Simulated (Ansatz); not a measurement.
System: B₂FH₃OSi (SMILES FB1BO[SiH2]1).

```yaml
atoms:
  - { symbol: F, position_ang: [-0.6346, -0.9121, 2.2356] }
  - { symbol: B, position_ang: [-0.2292, -0.3672, 1.1199] }
  - { symbol: B, position_ang: [0.8486, 0.8909, 0.5685] }
  - { symbol: O, position_ang: [0.6444, 0.7667, -0.7759] }
  - { symbol: Si, position_ang: [-0.4996, -0.5130, -0.8974] }
  - { symbol: H, position_ang: [1.6073, 1.7123, 0.9968] }
  - { symbol: H, position_ang: [-1.7221, -0.0189, -1.5887] }
  - { symbol: H, position_ang: [0.0773, -1.6157, -1.7146] }
```

Geometry: PBE0-D4/def2-TZVP.

All numbers below come from Ansatz 0.2.0, RKS PBE0-D4/def2-TZVPP.

### Predict the electron density and electron localisation function between the atoms.

B–F (1.31 Å): ρ at the midpoint is about 2.3 e/Å³; the ELF peaks at about 0.85 between the atoms; a polar covalent bond.
B–O (1.37 Å): ρ at the midpoint is about 2.1 e/Å³; the ELF peaks at about 0.85 between the atoms: a short, strongly polar bond.
Si–O (1.72 Å): ρ at the midpoint is about 1 e/Å³; the ELF peaks at about 0.90 between the atoms; a shared but strongly polarised pair.
B–B (1.75 Å): ρ is about 1 e/Å³ halfway; the ELF peaks at about 1 between the atoms (a covalent bond).

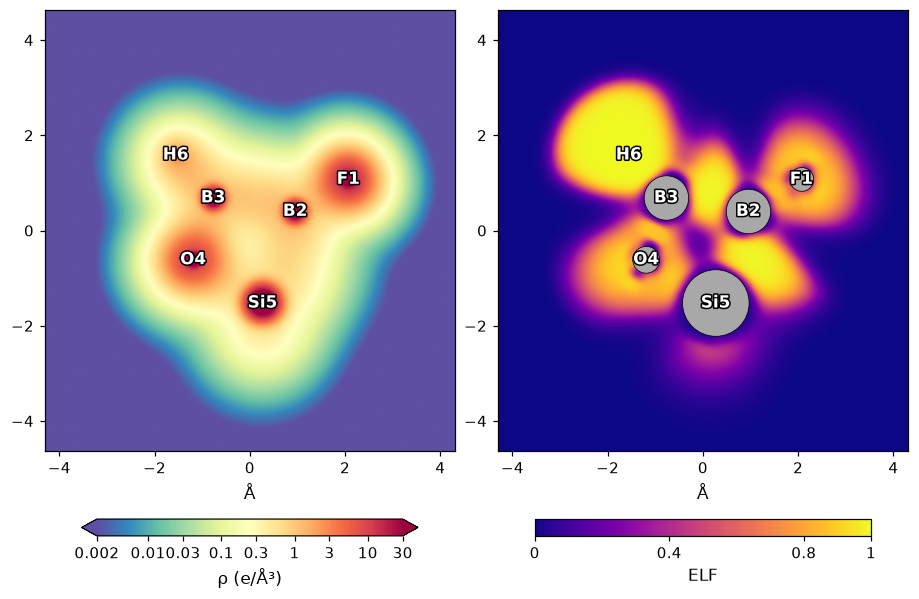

Computed electron density and electron localisation function on the plane of atoms B2, Si5 and O4, in this order. Grey discs cover the atomic cores in the ELF map. 
